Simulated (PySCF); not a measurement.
**Frequency calculation, with input and output: CuH$_{3}$O$_{3}$**

The run: frequency calculation of CuH$_{3}$O$_{3}$. Method and program: RKS-based PBE0, Cu def2-SVP, O def2-SVP, H def2-SVP; non-relativistic Hamiltonian; density fitting (PySCF 2.14.0).

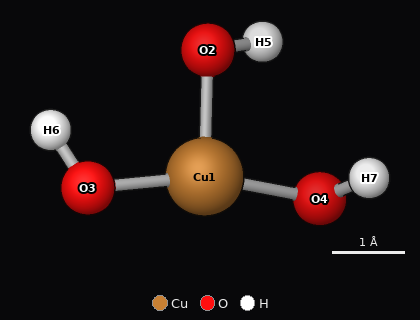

Fig. 1: The structure (ball-and-stick view, seen at a tilt; atoms are numbered from 1 in the order of the input). Sticks mark near contacts.

Input file
```python
from pyscf import gto, scf, dft
mol = gto.M(atom='''
Cu    -0.007812    -0.005033    -0.207876
O      0.150882     0.100453     1.562992
O      1.684810    -0.173561    -0.594827
O     -1.766589     0.062708    -0.274199
H     -0.759637    -0.097153     1.837008
H      2.265604    -0.310556     0.162967
H     -2.112883     0.931356    -0.031208''',
    basis={'Cu': 'def2-SVP', 'O': 'def2-SVP', 'H': 'def2-SVP'},
    charge=0, spin=0)
mf = dft.RKS(mol, xc='PBE0')
mf.grids.atom_grid = (75, 302)
aux = {'Cu': 'def2-universal-JKFIT', 'O': 'def2-universal-JKFIT', 'H': 'def2-universal-JKFIT'}
mf = mf.density_fit(auxbasis=aux)
mf.conv_tol = 1e-09
mf.diis_space = 10
mf.max_cycle = 60
mf.verbose = 4
mf.kernel()
```

The script is an equivalent of the set-up of the self-consistent field. The run itself was carried out by a driver, which started from the orbitals of the step before it where there was one and computed the further properties.

Launch command:
```bash
OMP_NUM_THREADS=2 python axn.py task.json out
```

Output
```
init E= -1867.02264332815
  HOMO = -0.297912869243508  LUMO = -0.173015337180757  gap/eV = 3.39863
cycle= 1 E= -1867.02264332792  delta_E= 2.25e-10  |g|= 3.81e-05  |ddm|= 3.06e-05
  HOMO = -0.297917856477528  LUMO = -0.173009991959423  gap/eV = 3.39892
cycle= 2 E= -1867.02264332536  delta_E= 2.56e-09  |g|= 0.00013  |ddm|= 9.71e-05
  HOMO = -0.297914594373192  LUMO = -0.173014216796756  gap/eV = 3.39871
cycle= 3 E= -1867.02264332817  delta_E= -2.81e-09  |g|= 6.05e-06  |ddm|= 7.43e-05
  HOMO = -0.297914169956816  LUMO = -0.173014160191101  gap/eV = 3.39870
cycle= 4 E= -1867.02264332816  delta_E= 9.09e-12  |g|= 6.18e-07  |ddm|= 4.9e-06
  HOMO = -0.297914226670262  LUMO = -0.173014166584998  gap/eV = 3.39870
Extra cycle  E= -1867.02264332818  delta_E= -1.82e-11  |g|= 1.3e-06  |ddm|= 2.58e-06
converged SCF energy = -1867.02264332818
```

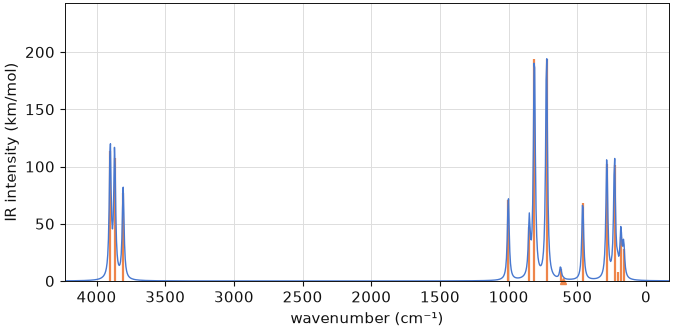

Fig. 2: Harmonic infrared spectrum, unscaled: sticks (degenerate modes added up, dark ones marked on the axis) with a Lorentzian envelope of 16 cm⁻¹ full width, scaled to the tallest stick. 15 modes from 163 to 3901 cm⁻¹, none imaginary. The strongest line is at 813 cm⁻¹ (194 km/mol). All modes, in cm⁻¹ (km/mol): 163 (28), 183 (39), 206 (8.3), 229 (101), 285 (102), 461 (68), 602 (0.5), 622 (10.4), 724 (194), 813 (194), 850 (48), 1003 (70), 3806 (77), 3868 (107), 3901 (113).

Key numbers

| quantity | value |
| --- | --- |
| outcome | converged |
| total energy | −1867.022643 hartree |
| HOMO | −8.11 eV |
| LUMO | −4.71 eV |
| zero-point energy | 0.040359 hartree |
| dipole moment | 1.46 D |
| wavenumbers, lowest and highest | 163 and 3901 cm⁻¹ |
| hardware | 2 threads of Arm Neoverse N1, 98 GiB of memory available, shared host |
| wall time | 3.7 min (CPU time 6.5 min) |
| peak memory | 1.5 GiB |
